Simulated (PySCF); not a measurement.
# CH₈ClO₂Si₃ (doublet): what the fields show

The calculation's input:

```
{"job": {"kind": "epr", "basis": "pcH-1"}, "charge": 0, "multiplicity": 2}
C      1.001910     1.663903    -1.052632
Si     0.290182     0.902801     0.524687
O      1.099870    -0.417049     0.965240
Si     1.557839    -1.986226     0.916604
O     -1.262935     0.504886     0.209313
Si    -2.487056    -0.519571     0.033214
Cl    -1.827084    -2.283227    -0.653651
H      0.472857     2.574451    -1.316770
H      2.050101     1.915646    -0.924913
H      0.924474     0.981845    -1.896305
H      0.242840     1.744448     1.709576
H      2.869423    -1.962643     1.549757
H      1.502047    -2.471402    -0.454390
H     -3.095382    -0.735984     1.338563
H     -3.343500     0.096111    -0.970205
```

Launched as:

```sh
OMP_NUM_THREADS=1 python probes_run.py task.json out
```

Geometry: GFN2-xTB.

These are results of UKS B3LYP, pcH-1 on C Cl H O Si, non-relativistic, mean-field spin-orbit, GIAO in PySCF 2.14.0, density-fitted response routines, not measurements.

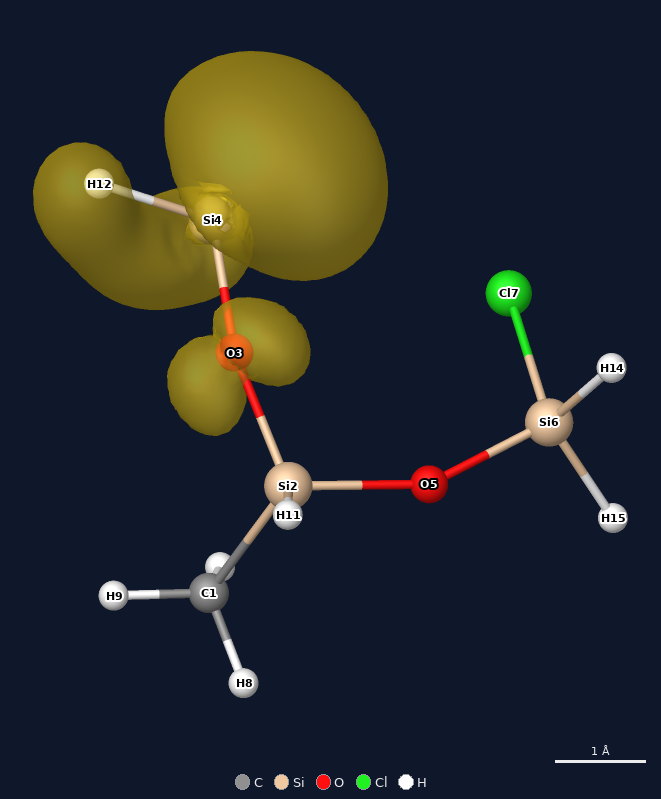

Figure 1. Isosurface of the spin density at +0.015 e/Å³ (yellow), seen across its widest extent.

**Describe the spin distribution.**

The unpaired spin (1 electron) lies mostly on Si4 (about 0.8) and O3 (about 0.1), in electrons by Hirshfeld's partition.

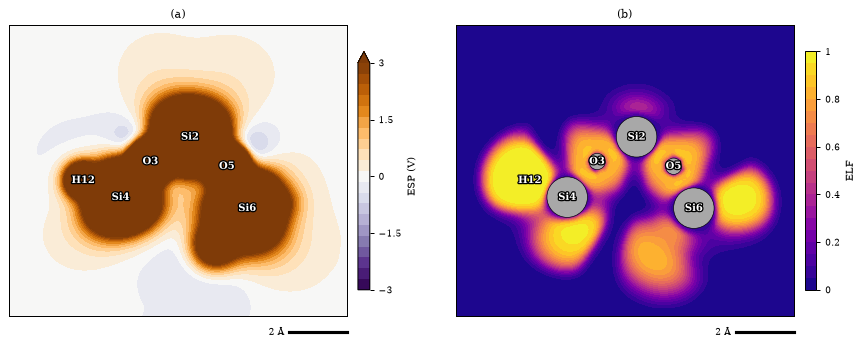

Figure 2. (a) molecular electrostatic potential; (b) electron localisation function on the plane of atoms Si2, O5 and Si6. Grey discs cover the atomic cores in the ELF map.

**Interpret the plot.**

The section cuts through Si, O and H sites.
Si–O (1.61 Å): the ELF peaks at about 0.85 between the atoms (a short, strongly polar bond).
Si–H (1.46 Å): the ELF climbs to about 1 towards the hydrogen, as it does in any bond to H.
The ELF also peaks beside Cl7, Si4, O5 and O3, away from the bonds: non-bonding electrons, paired or unpaired.
Outside the dense part of the molecule the potential is most negative (−0.7 V) near O5.

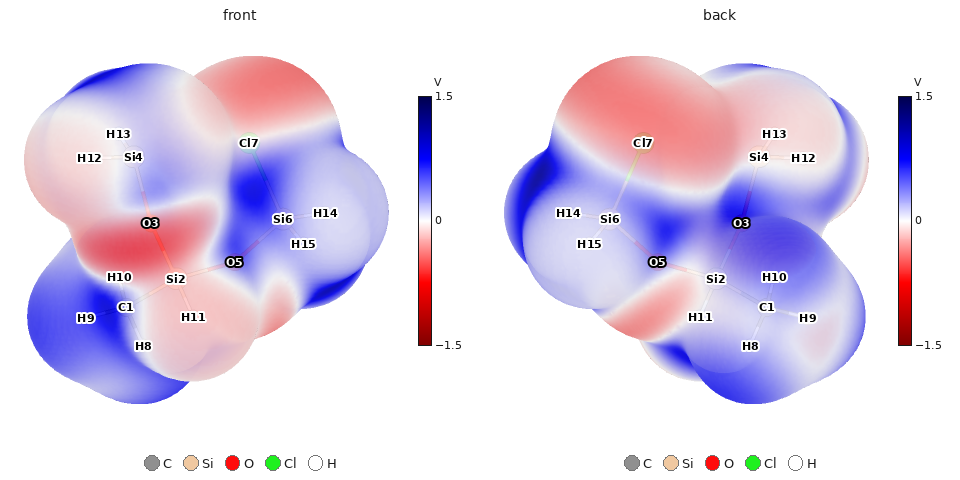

Figure 3. The molecular electrostatic potential painted on the density surface at 0.001 e/bohr³, seen from the front and from behind; the colour scale runs from red (negative) to blue (positive).

**Describe the electrostatic potential map.**

The most negative region (about −0.5 V) lies over O3, the most positive (about +1.0 V) over Si6.
